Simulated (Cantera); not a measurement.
Charge: 1 mol C₃H₆, 0.071 mol O₂, 0.39 mol H₂, held at 0.263 Torr.

Method: chemical equilibrium by Gibbs-energy minimisation in Cantera with the NASA 1993 tables (ideal gas, pure condensed phases). Candidate condensed phases: C, C₆H₆, C₇H₈, C₈H₁₈, H₂O; 110 gas species. Kinetics and transport are ignored.

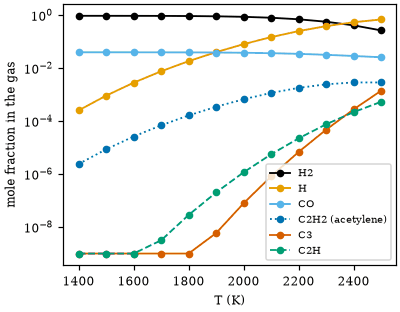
*Equilibrium gas composition (values under 1e-9 drawn at 1e-9)*

Q: Read off the mole fractions at 2200 K.

A: H₂ about 0.71, H about 0.25, CO about 0.035, C₂H₂ (acetylene) about 0.0018, C₂H about 2.3e-5, C₃ about 6.9e-6.
